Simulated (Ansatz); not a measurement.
HfSiH₆Cl₂O₂: geometry relaxation (part 1 of 2)

The run: geometry relaxation of HfSiH₆Cl₂O₂. Method and program: RKS B3LYP-D4/def2-SVP (Ansatz 0.2.0).

It belongs to a series of runs on one base structure; here: end point A relaxed. Figures and captions count atoms from 1; the log counts them from 0 in places.

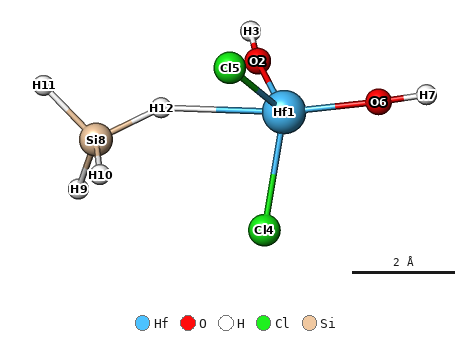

The starting structure (ball-and-stick view, seen at a tilt; atoms are numbered from 1 in the order of the input). Sticks mark near contacts.

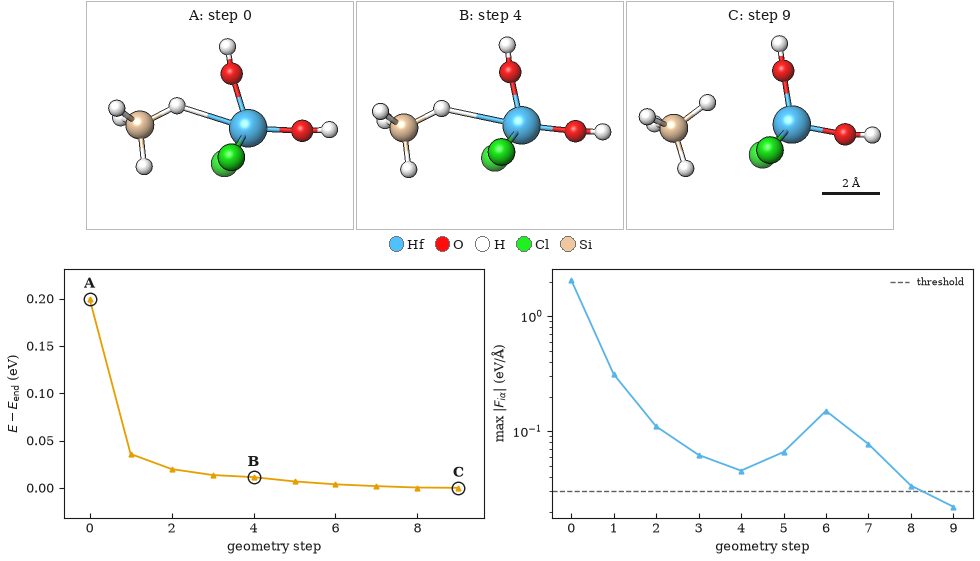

Frames of the relaxation (ball-and-stick view, seen on its broad side) above the curves, on which the letters mark them (the first geometry is step 0 here and step 1 in the log).

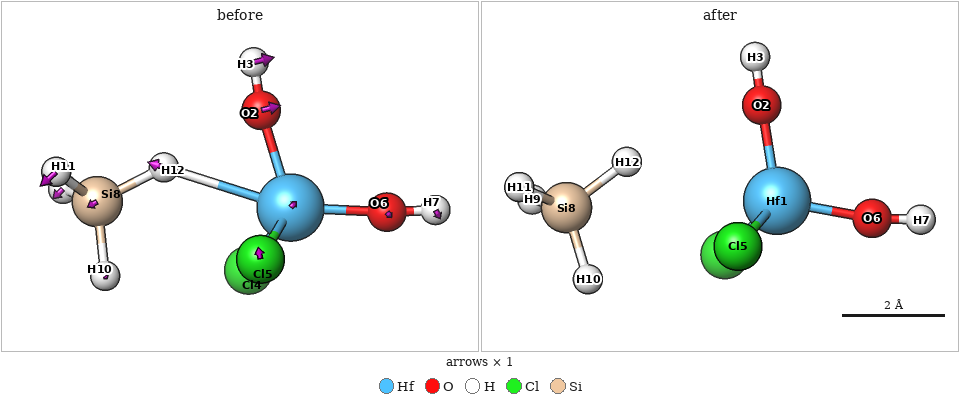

Before (left) and after (right) the relaxation, at one scale (ball-and-stick view, seen on its broad side). The pink arrows give the displacements, at true length. Over 9 geometry steps the energy falls by 0.200 eV. The largest force component goes from 2.1 to 0.022 eV/Å. The atom that moves furthest after the best rigid fit is H11 (0.45 Å). By element the largest moves are H 0.45 Å, O 0.42 Å, Cl 0.31 Å, Si 0.24 Å, Hf 0.18 Å. Among the contacts that change: Hf1–H12 2.618 → 3.060 Å, Hf1–O2 2.001 → 1.910 Å, Si8–H12 1.475 → 1.492 Å, Hf1–O6 1.903 → 1.908 Å. Among the angles that change: Hf1–O2–H3 170.4° → 178.7°, Hf1–O6–H7 174.7° → 171.1°. (Atoms are counted from 1 in the order of the input.)

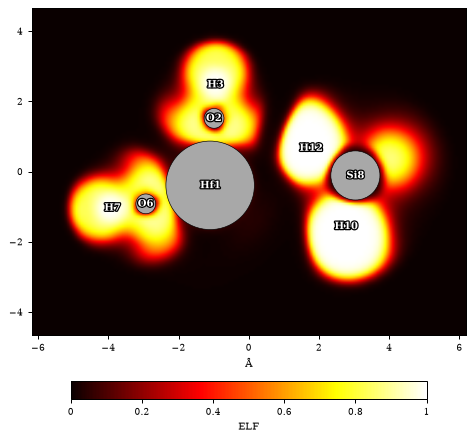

ELF on the plane of atoms O2, Hf1 and O6. Grey discs, where drawn, cover atomic cores. The section cuts through Hf, O, H and Si sites. Hf1···H12 (3.06 Å): the ELF is only about 0 between them; a non-bonded, intermolecular contact. Hf–O (1.91 Å): the ELF peaks at about 0.80 in the valence shell of O, 0.5 Å from its nucleus, and drops to about 0.20 between the two atoms. Si–H (1.49 Å): the ELF climbs to about 1 towards the hydrogen.

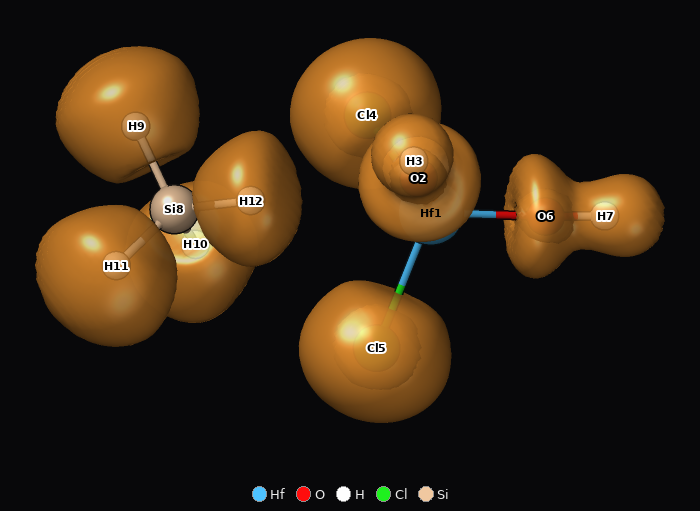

Isosurface of the electron localisation function at 0.75 (orange), seen from the side. Only the valence region is drawn (cores and ρ < 0.01 e/Å³ removed). Values along the shortest contacts: Hf–O (1.91 Å): the ELF peaks at about 0.80 in the valence shell of O, 0.5 Å from its nucleus, and drops to about 0.20 between the two atoms.

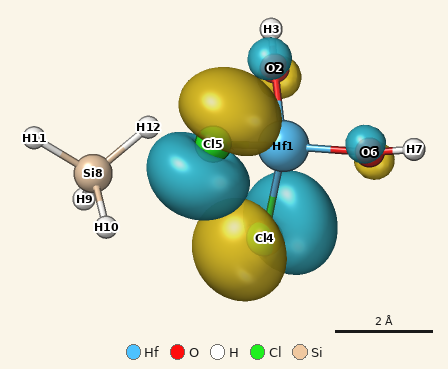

The HOMO at ±0.1 Å⁻³ᐟ² (yellow and cyan are the two phases), seen at a tilt. Its energy is −8.50 eV.

The input that produced these results follows, with the program's output.

Input file
```yaml
crystal:
  periodic: [false, false, false]
  atoms:
    - { symbol: Hf, position_ang: [-0.229716, -0.289171, 0.09961] }
    - { symbol: O, position_ang: [-0.358486, -0.235607, 2.095829] }
    - { symbol: H, position_ang: [-0.568295, -0.267044, 3.032603] }
    - { symbol: Cl, position_ang: [2.023132, -0.510143, -0.629256] }
    - { symbol: Cl, position_ang: [-1.29114, 1.588878, -0.894692] }
    - { symbol: O, position_ang: [-1.153639, -1.819506, -0.552605] }
    - { symbol: H, position_ang: [-1.628276, -2.616957, -0.797413] }
    - { symbol: Si, position_ang: [1.743383, 2.715774, 1.360922] }
    - { symbol: H, position_ang: [3.085774, 2.422526, 1.936271] }
    - { symbol: H, position_ang: [1.86585, 2.997896, -0.093235] }
    - { symbol: H, position_ang: [1.145718, 3.894292, 2.051264] }
    - { symbol: H, position_ang: [0.868397, 1.552562, 1.601902] }
basis:
  gaussian: { orbitals: def2-SVP }
hamiltonian:
  xc: b3lyp
  dispersion: d4
relax:
  f_tol: 0.03
  max_steps: 50
output:
  orbitals: {}
```

Launched with:
```bash
ansatz run input.yaml --threads 4 --pin off --max-ram 5120MiB --backend cpu --events-out ev --progress --plain --runs-dir out
```

Output
```
The last accepted step is kept in [file] (removed where the run ends without a failure and the disk answers)
Engine: ansatz 0.2.0, x86_64-unknown-linux-gnu
Functional definition: B3LYP
  parameter a0 = 0.2
  parameter ax = 0.72
  parameter ac = 0.81
  exchange = (1 - a0 - ax)*slater_x + ax*b88_x + a0*exact_x
  correlation = (1 - ac)*vwn_rpa_c + ac*lyp_c
1470 factors; integrals over basis functions are off by at most 4.0e-4 eV
mean field evaluation 1: about -38406.0554 eV, gradient 7.9e1 eV
mean field evaluation 2: about -38314.8555 eV, gradient 2.2e2 eV
mean field evaluation 4: about -38417.1791 eV, gradient 1.0e1 eV
mean field evaluation 8: about -38417.4493 eV, gradient 8.2e-1 eV
mean field evaluation 16: about -38417.4510 eV, gradient 9.1e-5 eV
mean field -38417.45096331 eV, -1411.8152826182 hartree, gradient 2.9e-5 eV, S^2 0.000000; 0 other end points of the search recorded, 0 dependent functions left out
the calculation of the forces begins
reference -38417.45134281 eV, -1411.8152965646 hartree; 41, 41 occupied and 103, 103 virtual orbitals, 1470 factors
relax step   1: F+E_penalty+E_count = -38417.95638479 eV  Δ(F+E_penalty+E_count) = +0.000e0 eV  max|allowed force component| = 2.071e0 eV/Å  Δτ_max = 0.0000 Å  (29 SCF iters, accepted)
these checks for a lower state are left out or cut short: starts, cluster_reference, orbital_swaps, neighbouring_geometries, increment
1470 factors; integrals over basis functions are off by at most 4.2e-4 eV
mean field -38417.62579468 eV, -1411.8217075525 hartree, gradient 1.0e-5 eV, S^2 0.000000; 0 other end points of the search recorded, 0 dependent functions left out
the calculation of the forces begins
reference -38417.62617677 eV, -1411.8217215939 hartree; 41, 41 occupied and 103, 103 virtual orbitals, 1470 factors
relax step   2: F+E_penalty+E_count = -38418.12034711 eV  Δ(F+E_penalty+E_count) = -1.640e-1 eV  max|allowed force component| = 3.134e-1 eV/Å  Δτ_max = 0.1945 Å  (38 SCF iters, accepted)
these checks for a lower state are left out or cut short: starts, cluster_reference, orbital_swaps, neighbouring_geometries, increment
1470 factors; integrals over basis functions are off by at most 4.3e-4 eV
mean field evaluation 32: about -38417.6553 eV, gradient 1.8e-5 eV
mean field -38417.65527411 eV, -1411.8227909015 hartree, gradient 1.8e-5 eV, S^2 0.000000; 0 other end points of the search recorded, 0 dependent functions left out
the calculation of the forces begins
reference -38417.65565826 eV, -1411.8228050186 hartree; 41, 41 occupied and 103, 103 virtual orbitals, 1470 factors
relax step   3: F+E_penalty+E_count = -38418.13632422 eV  Δ(F+E_penalty+E_count) = -1.598e-2 eV  max|allowed force component| = 1.101e-1 eV/Å  Δτ_max = 0.0875 Å  (29 SCF iters, accepted)
these checks for a lower state are left out or cut short: starts, cluster_reference, orbital_swaps, neighbouring_geometries, increment
1470 factors; integrals over basis functions are off by at most 4.3e-4 eV
mean field -38417.66027189 eV, -1411.8229745666 hartree, gradient 1.6e-5 eV, S^2 0.000000; 0 other end points of the search recorded, 0 dependent functions left out
the calculation of the forces begins
reference -38417.66065585 eV, -1411.8229886767 hartree; 41, 41 occupied and 103, 103 virtual orbitals, 1470 factors
relax step   4: F+E_penalty+E_count = -38418.14261312 eV  Δ(F+E_penalty+E_count) = -6.289e-3 eV  max|allowed force component| = 6.215e-2 eV/Å  Δτ_max = 0.0679 Å  (31 SCF iters, accepted)
these checks for a lower state are left out or cut short: starts, cluster_reference, orbital_swaps, neighbouring_geometries, increment
1470 factors; integrals over basis functions are off by at most 4.3e-4 eV
mean field -38417.66205791 eV, -1411.8230402014 hartree, gradient 9.5e-6 eV, S^2 0.000000; 0 other end points of the search recorded, 0 dependent functions left out
the calculation of the forces begins
reference -38417.66244171 eV, -1411.8230543061 hartree; 41, 41 occupied and 103, 103 virtual orbitals, 1470 factors
relax step   5: F+E_penalty+E_count = -38418.14485795 eV  Δ(F+E_penalty+E_count) = -2.245e-3 eV  max|allowed force component| = 4.538e-2 eV/Å  Δτ_max = 0.0358 Å  (32 SCF iters, accepted)
these checks for a lower state are left out or cut short: starts, cluster_reference, orbital_swaps, neighbouring_geometries, increment
1470 factors; integrals over basis functions are off by at most 4.3e-4 eV
mean field -38417.66396711 eV, -1411.8231103635 hartree, gradient 2.6e-5 eV, S^2 0.000000; 0 other end points of the search recorded, 0 dependent functions left out
the calculation of the forces begins
reference -38417.66435045 eV, -1411.8231244510 hartree; 41, 41 occupied and 103, 103 virtual orbitals, 1470 factors
relax step   6: F+E_penalty+E_count = -38418.14937390 eV  Δ(F+E_penalty+E_count) = -4.516e-3 eV  max|allowed force component| = 6.586e-2 eV/Å  Δτ_max = 0.0791 Å  (28 SCF iters, accepted)
these checks for a lower state are left out or cut short: starts, cluster_reference, orbital_swaps, neighbouring_geometries, increment
1470 factors; integrals over basis functions are off by at most 4.2e-4 eV
mean field -38417.66506718 eV, -1411.8231507900 hartree, gradient 1.7e-5 eV, S^2 0.000000; 0 other end points of the search recorded, 0 dependent functions left out
the calculation of the forces begins
reference -38417.66545044 eV, -1411.8231648747 hartree; 41, 41 occupied and 103, 103 virtual orbitals, 1470 factors
relax step   7: F+E_penalty+E_count = -38418.15246647 eV  Δ(F+E_penalty+E_count) = -3.093e-3 eV  max|allowed force component| = 1.502e-1 eV/Å  Δτ_max = 0.1170 Å  (29 SCF iters, accepted)
these checks for a lower state are left out or cut short: starts, cluster_reference, orbital_swaps, neighbouring_geometries, increment
1470 factors; integrals over basis functions are off by at most 4.1e-4 eV
mean field evaluation 64: about -38417.6670 eV, gradient 1.6e-1 eV
mean field -38417.66707000 eV, -1411.8232243925 hartree, gradient 1.0e-5 eV, S^2 0.000000; 0 other end points of the search recorded, 0 dependent functions left out
the calculation of the forces begins
reference -38417.66745328 eV, -1411.8232384776 hartree; 41, 41 occupied and 103, 103 virtual orbitals, 1470 factors
relax step   8: F+E_penalty+E_count = -38418.15435551 eV  Δ(F+E_penalty+E_count) = -1.889e-3 eV  max|allowed force component| = 7.729e-2 eV/Å  Δτ_max = 0.0318 Å  (33 SCF iters, accepted)
these checks for a lower state are left out or cut short: starts, cluster_reference, orbital_swaps, neighbouring_geometries, increment
1470 factors; integrals over basis functions are off by at most 4.0e-4 eV
mean field -38417.66902449 eV, -1411.8232962187 hartree, gradient 1.0e-5 eV, S^2 0.000000; 0 other end points of the search recorded, 0 dependent functions left out
the calculation of the forces begins
reference -38417.66940776 eV, -1411.8233103036 hartree; 41, 41 occupied and 103, 103 virtual orbitals, 1470 factors
relax step   9: F+E_penalty+E_count = -38418.15583307 eV  Δ(F+E_penalty+E_count) = -1.478e-3 eV  max|allowed force component| = 3.365e-2 eV/Å  Δτ_max = 0.0409 Å  (33 SCF iters, accepted)
these checks for a lower state are left out or cut short: starts, cluster_reference, orbital_swaps, neighbouring_geometries, increment
1470 factors; integrals over basis functions are off by at most 4.0e-4 eV
mean field -38417.66948074 eV, -1411.8233129855 hartree, gradient 1.0e-5 eV, S^2 0.000000; 0 other end points of the search recorded, 0 dependent functions left out
the calculation of the forces begins
reference -38417.66986383 eV, -1411.8233270639 hartree; 41, 41 occupied and 103, 103 virtual orbitals, 1470 factors
```
